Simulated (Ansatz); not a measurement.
# GeH$_{3}$O$_{2}$F: molecular dynamics (part 5 of 5)

The same run, continued: GeH$_{3}$O$_{2}$F; RKS BHLYP-D4/def2-SVP (Ansatz 0.2.0). It belongs to a series of runs on one base structure; here: dynamics from the start.

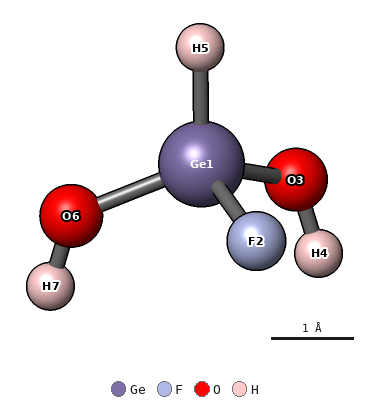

*The geometry at step 138 of the log (ball-and-stick view, seen at a tilt; atoms are numbered from 1 in the order of the input).*

**Trajectory as extended XYZ, continued**
```
7
Properties=species:S:1:pos:R:3:forces:R:3 step=124 time_fs=62.0 energy=-63364.20144 temperature=145.8
Ge   -0.0222   -0.0083   -0.0688   -0.6890  -0.5156  -0.5236
F     0.0666   -0.0327    1.6453   -0.0515   0.0885   0.2346
O     1.6369   -0.0029   -0.5972    0.0621  -0.1551  -0.0711
H     2.1994   -0.6722   -0.2076   -0.0422   0.1093  -0.0259
H    -0.7636    1.2080   -0.6487    0.3043  -0.4399   0.3200
O    -0.9533   -1.4397   -0.5151    0.1025   0.6555  -0.1406
H    -0.7714   -2.3553   -0.3185    0.3138   0.2573   0.2065
7
Properties=species:S:1:pos:R:3:forces:R:3 step=126 time_fs=63.0 energy=-63364.20320 temperature=148.6
Ge   -0.0224   -0.0097   -0.0704   -0.5601  -0.4728  -0.3482
F     0.0669   -0.0327    1.6459   -0.0495   0.0743   0.1795
O     1.6384   -0.0001   -0.5954   -0.0814  -0.0375  -0.1570
H     2.1995   -0.6633   -0.2023    0.0849  -0.0343   0.0541
H    -0.7508    1.2165   -0.6321    0.2333  -0.4027   0.2496
O    -0.9544   -1.4371   -0.5109    0.0443   0.5995  -0.1859
H    -0.7768   -2.3575   -0.3327    0.3285   0.2735   0.2080
7
Properties=species:S:1:pos:R:3:forces:R:3 step=128 time_fs=64.0 energy=-63364.20630 temperature=153.4
Ge   -0.0228   -0.0111   -0.0721   -0.3856  -0.4769  -0.1402
F     0.0671   -0.0326    1.6467   -0.0466   0.0572   0.1235
O     1.6399    0.0028   -0.5937   -0.1938   0.0417  -0.2236
H     2.2004   -0.6547   -0.1966    0.1813  -0.1409   0.1149
H    -0.7358    1.2212   -0.6132    0.1221  -0.2921   0.1480
O    -0.9555   -1.4342   -0.5068   -0.0216   0.5708  -0.2355
H    -0.7790   -2.3571   -0.3448    0.3441   0.2402   0.2128
7
Properties=species:S:1:pos:R:3:forces:R:3 step=129 time_fs=64.5 energy=-63364.20773 temperature=155.6
Ge   -0.0230   -0.0119   -0.0729   -0.2852  -0.4928  -0.0272
F     0.0672   -0.0325    1.6470   -0.0448   0.0477   0.0958
O     1.6407    0.0042   -0.5929   -0.2189   0.0460  -0.2371
H     2.2014   -0.6509   -0.1933    0.1990  -0.1589   0.1252
H    -0.7277    1.2224   -0.6031    0.0552  -0.2137   0.0888
O    -0.9560   -1.4327   -0.5048   -0.0572   0.5648  -0.2612
H    -0.7789   -2.3560   -0.3502    0.3520   0.2070   0.2158
7
Properties=species:S:1:pos:R:3:forces:R:3 step=130 time_fs=65.0 energy=-63364.20874 temperature=157.1
Ge   -0.0232   -0.0127   -0.0737   -0.1789  -0.5142   0.0893
F     0.0673   -0.0325    1.6474   -0.0429   0.0376   0.0685
O     1.6414    0.0056   -0.5922   -0.2186   0.0222  -0.2339
H     2.2029   -0.6474   -0.1897    0.1917  -0.1487   0.1184
H    -0.7196    1.2231   -0.5928   -0.0165  -0.1242   0.0263
O    -0.9565   -1.4310   -0.5028   -0.0941   0.5599  -0.2868
H    -0.7779   -2.3544   -0.3550    0.3593   0.1674   0.2182
7
Properties=species:S:1:pos:R:3:forces:R:3 step=132 time_fs=66.0 energy=-63364.20855 temperature=156.8
Ge   -0.0236   -0.0143   -0.0754    0.0405  -0.5567   0.3239
F     0.0674   -0.0324    1.6483   -0.0385   0.0162   0.0158
O     1.6426    0.0084   -0.5907   -0.1500  -0.0981  -0.1830
H     2.2072   -0.6414   -0.1818    0.1105  -0.0546   0.0592
H    -0.7036    1.2239   -0.5722   -0.1629   0.0706  -0.0996
O    -0.9576   -1.4275   -0.4990   -0.1684   0.5343  -0.3352
H    -0.7734   -2.3501   -0.3631    0.3688   0.0884   0.2189
7
Properties=species:S:1:pos:R:3:forces:R:3 step=134 time_fs=67.0 energy=-63364.20516 temperature=151.6
Ge   -0.0240   -0.0159   -0.0770    0.2481  -0.5632   0.5437
F     0.0676   -0.0322    1.6491   -0.0334  -0.0060  -0.0340
O     1.6438    0.0112   -0.5894   -0.0372  -0.2623  -0.1024
H     2.2125   -0.6359   -0.1734   -0.0144   0.0846  -0.0305
H    -0.6891    1.2253   -0.5526   -0.2917   0.2486  -0.2108
O    -0.9589   -1.4236   -0.4954   -0.2373   0.4555  -0.3765
H    -0.7654   -2.3450   -0.3690    0.3659   0.0427   0.2106
7
Properties=species:S:1:pos:R:3:forces:R:3 step=135 time_fs=67.5 energy=-63364.20292 temperature=148.1
Ge   -0.0242   -0.0168   -0.0778    0.3395  -0.5386   0.6419
F     0.0676   -0.0322    1.6495   -0.0306  -0.0171  -0.0578
O     1.6444    0.0126   -0.5888    0.0134  -0.3362  -0.0657
H     2.2152   -0.6329   -0.1692   -0.0714   0.1466  -0.0717
H    -0.6829    1.2268   -0.5434   -0.3413   0.3161  -0.2552
O    -0.9595   -1.4215   -0.4937   -0.2675   0.3887  -0.3941
H    -0.7600   -2.3422   -0.3713    0.3578   0.0405   0.2026
7
Properties=species:S:1:pos:R:3:forces:R:3 step=136 time_fs=68.0 energy=-63364.20095 temperature=145.1
Ge   -0.0244   -0.0177   -0.0785    0.4191  -0.4886   0.7295
F     0.0677   -0.0321    1.6499   -0.0276  -0.0281  -0.0809
O     1.6450    0.0139   -0.5881    0.0493  -0.3931  -0.0390
H     2.2177   -0.6296   -0.1652   -0.1142   0.1919  -0.1027
H    -0.6774    1.2290   -0.5349   -0.3774   0.3619  -0.2897
O    -0.9602   -1.4194   -0.4920   -0.2941   0.3034  -0.4096
H    -0.7538   -2.3394   -0.3730    0.3449   0.0526   0.1924
7
Properties=species:S:1:pos:R:3:forces:R:3 step=138 time_fs=69.0 energy=-63364.19942 temperature=142.7
Ge   -0.0247   -0.0195   -0.0800    0.5359  -0.3007   0.8692
F     0.0678   -0.0320    1.6507   -0.0211  -0.0490  -0.1252
O     1.6462    0.0162   -0.5869    0.0567  -0.4366  -0.0291
H     2.2219   -0.6216   -0.1580   -0.1379   0.2130  -0.1199
H    -0.6693    1.2362   -0.5200   -0.4032   0.3744  -0.3258
O    -0.9618   -1.4151   -0.4889   -0.3359   0.0898  -0.4362
H    -0.7390   -2.3332   -0.3751    0.3055   0.1090   0.1669
7
Properties=species:S:1:pos:R:3:forces:R:3 step=140 time_fs=70.0 energy=-63364.20126 temperature=145.6
Ge   -0.0250   -0.0213   -0.0813    0.5941   0.0040   0.9617
F     0.0679   -0.0319    1.6514   -0.0143  -0.0682  -0.1668
O     1.6474    0.0184   -0.5857   -0.0266  -0.3840  -0.0820
H     2.2248   -0.6116   -0.1519   -0.0741   0.1394  -0.0724
H    -0.6650    1.2468   -0.5082   -0.3672   0.2782  -0.3198
O    -0.9635   -1.4107   -0.4861   -0.3647  -0.1464  -0.4596
H    -0.7213   -2.3260   -0.3757    0.2529   0.1771   0.1389
7
Properties=species:S:1:pos:R:3:forces:R:3 step=141 time_fs=70.5 energy=-63364.20261 temperature=147.7
Ge   -0.0251   -0.0223   -0.0819    0.6038   0.1920   0.9928
F     0.0680   -0.0319    1.6517   -0.0109  -0.0770  -0.1865
O     1.6480    0.0194   -0.5851   -0.0933  -0.3321  -0.1264
H     2.2260   -0.6060   -0.1491   -0.0180   0.0776  -0.0302
H    -0.6642    1.2532   -0.5034   -0.3301   0.1958  -0.3042
O    -0.9645   -1.4085   -0.4847   -0.3760  -0.2587  -0.4710
H    -0.7115   -2.3218   -0.3754    0.2245   0.2025   0.1254
7
Properties=species:S:1:pos:R:3:forces:R:3 step=142 time_fs=71.0 energy=-63364.20361 temperature=149.2
Ge   -0.0252   -0.0232   -0.0825    0.6032   0.3964   1.0161
F     0.0680   -0.0319    1.6520   -0.0074  -0.0853  -0.2054
O     1.6486    0.0203   -0.5845   -0.1670  -0.2735  -0.1762
H     2.2271   -0.6003   -0.1464    0.0448   0.0095   0.0178
H    -0.6642    1.2600   -0.4994   -0.2838   0.0972  -0.2826
O    -0.9655   -1.4064   -0.4835   -0.3860  -0.3609  -0.4824
H    -0.7012   -2.3171   -0.3749    0.1963   0.2167   0.1128
7
Properties=species:S:1:pos:R:3:forces:R:3 step=144 time_fs=72.0 energy=-63364.20324 temperature=148.6
Ge   -0.0253   -0.0250   -0.0835    0.5810   0.8267   1.0464
F     0.0681   -0.0319    1.6525   -0.0006  -0.1002  -0.2401
O     1.6497    0.0220   -0.5835   -0.2976  -0.1744  -0.2660
H     2.2298   -0.5889   -0.1407    0.1537  -0.1069   0.1039
H    -0.6660    1.2741   -0.4932   -0.1763  -0.1240  -0.2300
O    -0.9677   -1.4023   -0.4812   -0.4044  -0.5254  -0.5051
H    -0.6791   -2.3062   -0.3730    0.1441   0.2041   0.0909
7
Properties=species:S:1:pos:R:3:forces:R:3 step=146 time_fs=73.0 energy=-63364.19950 temperature=142.8
Ge   -0.0253   -0.0267   -0.0845    0.5457   1.2422   1.0658
F     0.0682   -0.0319    1.6529    0.0061  -0.1129  -0.2696
O     1.6507    0.0237   -0.5826   -0.3508  -0.1523  -0.3032
H     2.2339   -0.5784   -0.1341    0.1875  -0.1439   0.1369
H    -0.6695    1.2871   -0.4893   -0.0684  -0.3371  -0.1768
O    -0.9701   -1.3985   -0.4792   -0.4191  -0.6386  -0.5261
H    -0.6557   -2.2934   -0.3702    0.0990   0.1427   0.0730
7
Properties=species:S:1:pos:R:3:forces:R:3 step=147 time_fs=73.5 energy=-63364.19674 temperature=138.6
Ge   -0.0253   -0.0274   -0.0849    0.5277   1.4304   1.0742
F     0.0682   -0.0320    1.6531    0.0095  -0.1185  -0.2820
O     1.6511    0.0244   -0.5822   -0.3376  -0.1790  -0.2941
H     2.2366   -0.5737   -0.1304    0.1660  -0.1239   0.1254
H    -0.6716    1.2925   -0.4880   -0.0204  -0.4281  -0.1535
O    -0.9715   -1.3968   -0.4783   -0.4228  -0.6823  -0.5347
H    -0.6437   -2.2864   -0.3686    0.0777   0.1014   0.0647
7
Properties=species:S:1:pos:R:3:forces:R:3 step=148 time_fs=74.0 energy=-63364.19364 temperature=133.8
Ge   -0.0252   -0.0282   -0.0852    0.5113   1.6002   1.0828
F     0.0683   -0.0320    1.6532    0.0128  -0.1236  -0.2927
O     1.6514    0.0252   -0.5818   -0.3004  -0.2275  -0.2679
H     2.2397   -0.5693   -0.1263    0.1214  -0.0816   0.0966
H    -0.6738    1.2968   -0.4871    0.0212  -0.5038  -0.1337
O    -0.9728   -1.3951   -0.4775   -0.4221  -0.7226  -0.5413
H    -0.6314   -2.2792   -0.3668    0.0557   0.0589   0.0562
7
Properties=species:S:1:pos:R:3:forces:R:3 step=150 time_fs=75.0 energy=-63364.18714 temperature=123.7
Ge   -0.0251   -0.0295   -0.0859    0.4867   1.8723   1.1013
F     0.0684   -0.0322    1.6533    0.0197  -0.1323  -0.3087
O     1.6519    0.0266   -0.5813   -0.1812  -0.3613  -0.1833
H     2.2466   -0.5609   -0.1176   -0.0097   0.0406   0.0069
H    -0.6778    1.3018   -0.4862    0.0809  -0.5995  -0.1070
O    -0.9758   -1.3922   -0.4762   -0.3996  -0.8070  -0.5462
H    -0.6065   -2.2645   -0.3628    0.0032  -0.0128   0.0370
```

The run was set up as follows.

**The input**
```yaml
crystal:
  periodic: [false, false, false]
  atoms:
    - { symbol: Ge, position_ang: [-0.018116, 0.00568, -0.059719] }
    - { symbol: F, position_ang: [0.003747, -0.055527, 1.666023] }
    - { symbol: O, position_ang: [1.609602, -0.031215, -0.664917] }
    - { symbol: H, position_ang: [2.036665, -0.885279, -0.63007] }
    - { symbol: H, position_ang: [-0.682686, 1.289725, -0.497102] }
    - { symbol: O, position_ang: [-0.830241, -1.468199, -0.527367] }
    - { symbol: H, position_ang: [-1.31637, -1.896785, 0.175054] }
basis:
  gaussian: { orbitals: def2-SVP }
hamiltonian:
  xc: { name: BHLYP }
  dispersion: d4
md:
  timestep: 0.5
  n_steps: 150
  ensemble: nve_milne
  temperature: 300.0
  initial_velocities: maxwell_boltzmann
  seed: 603346
```

Launch command:
```bash
ansatz run input.yaml --threads 1 --pin off --max-ram 2048MiB --backend cpu --events-out ev --progress --plain --runs-dir out
```

**Key numbers**

```json
{"quantity": "outcome", "value": "finished"}
{"quantity": "mean temperature over the second half", "value": "158 K"}
{"quantity": "trajectory", "value": "150 steps, 75 fs"}
{"quantity": "ensemble", "value": "nve_milne"}
{"quantity": "temperature in the input", "value": "300.0 K"}
{"quantity": "time step", "value": "0.5 fs"}
{"quantity": "potential energy (last step)", "value": "−63364.1873 eV"}
{"quantity": "mean-field energy (last step)", "value": "−63364.0513 eV"}
{"quantity": "largest force (length of the vector) (last step)", "value": "2.226 eV/Å"}
{"quantity": "hardware", "value": "1 thread of Arm Neoverse V1, 24 GiB of memory available, shared host"}
{"quantity": "wall time", "value": "9 min"}
{"quantity": "peak memory", "value": "0.18 GiB"}
```

**Notes**

So short a trajectory is not equilibrated.
